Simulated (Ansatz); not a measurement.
**Convergence study of the plane-wave cutoff for HfTeSe (P3m1, 3 atoms in the cell)**

```
CELL_PARAMETERS angstrom
      3.86459     0.00000     0.00000
     -1.93230     3.34683     0.00000
      0.00000     0.00000     6.73573
ATOMIC_POSITIONS crystal
  Hf 0.00000 0.00000 0.98919
  Te 0.66667 0.33333 0.25072
  Se 0.33333 0.66667 0.76752
```

Level of theory: PBEsol, default PAW files made with PBE (plane waves; Ansatz, a program for electronic structure).

Base settings: basis.ecutwfc = 420 eV; kpoints.mp_grid.grid = 8 8 4; hamiltonian.xc = pbesol; hamiltonian.pseudopotentials = {kind: paw} (the program's default PAW files); scf.occupations.method = fermi_dirac; scf.occupations.width = 0.1 eV.

The second cell is the first with its lattice scaled by 0.98.

The mesh stays at the base's, so the ladder's end is converged at best in this setting alone.

The first pressure column holds Ansatz's estimate of the finite-basis (Pulay) stress, which hides part of the cutoff error; the other is without it.

Only quantities that move along the ladder and can be compared are tabulated.

The count of work is k-points × plane waves × bands × iterations; it is no time. 

The starting cell comes from a database of computed structures (which also holds hypothetical and non-ambient phases and stackings), without a prior relaxation at this level. Its lattice was rescaled by up to half a per cent. One atom was moved a little off its site on purpose.

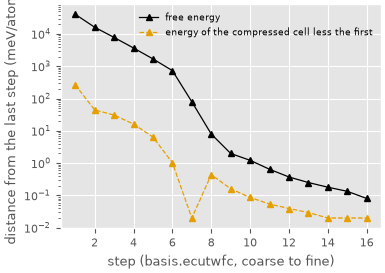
Figure. Distance from the last step along the ladder; very small values are drawn at a floor.

| basis.ecutwfc | free energy less the last step's (meV/atom) | energy of the compressed cell less the first (meV/atom) | pressure (GPa) | pressure without the Pulay estimate (GPa) | largest difference of a force vector from the last step's (eV/Å) | count of work / last |
|---|---|---|---|---|---|---|
| 145 eV | 40594.17 | -249.89 | 1.88 | -803.71 | 4.570 | 0.076 |
| 170 eV | 16155.33 | -29.02 | -5.32 | -372.57 | 2.368 | 0.073 |
| 190 eV | 7799.01 | -15.11 | -3.96 | -203.56 | 0.504 | 0.097 |
| 210 eV | 3677.40 | 31.91 | -0.75 | -109.68 | 0.239 | 0.11 |
| 230 eV | 1689.28 | 9.21 | -0.96 | -58.59 | 0.090 | 0.13 |
| 250 eV | 732.49 | 14.60 | -0.77 | -30.29 | 0.031 | 0.12 |
| 295 eV | 79.49 | 15.62 | -0.71 | -5.44 | 0.010 | 0.16 |
| 335 eV | 7.96 | 16.08 | -0.69 | -1.22 | 0.008 | 0.19 |
| 380 eV | 1.99 | 15.80 | -0.71 | -0.74 | 0.003 | 0.24 |
| 420 eV | 1.23 | 15.72 | -0.72 | -0.74 | 0.002 | 0.27 |
| 460 eV | 0.65 | 15.69 | -0.72 | -0.74 | 0.001 | 0.31 |
| 505 eV | 0.37 | 15.67 | -0.72 | -0.73 | 0.001 | 0.36 |
| 565 eV | 0.25 | 15.66 | -0.72 | -0.72 | 0.000 | 0.42 |
| 630 eV | 0.18 | 15.66 | -0.72 | -0.72 | 0.000 | 0.49 |
| 735 eV | 0.13 | 15.65 | -0.72 | -0.72 | 0.000 | 0.62 |
| 840 eV | 0.08 | 15.64 | -0.72 | -0.73 | 0.000 | 0.76 |
| 1010 eV | 0.00 | 15.63 | -0.72 | -0.73 | 0.000 | 1.0 |

Coarsest basis.ecutwfc that holds the free energy within 5 meV/atom of the last step, with all finer ones: 380 eV, at 0.24 of the last step's count of work; the step before is off by 8.0 meV/atom.

Coarsest basis.ecutwfc that holds the forces within 0.02 eV/Å of the last step, with all finer ones: 295 eV, at 0.16 of the last step's count of work; the step before is off by 0.031 eV/Å.

Coarsest basis.ecutwfc that holds the energy of the compressed cell less the first within 0.5 meV/atom of the last step, with all finer ones: 295 eV, at 0.16 of the last step's count of work; the step before is off by 1.0 meV/atom.

The energy difference between the two cells stays within 1 meV/atom of the last step's from 295 eV on, the total only from 460 eV on: much of the error is common to both cells and cancels.

At the lowest cutoff the pressure without the Pulay estimate lies 803 GPa under the last step's, the usual sign of Pulay stress in an incomplete plane-wave basis.

Keys are those of Ansatz 0.2.
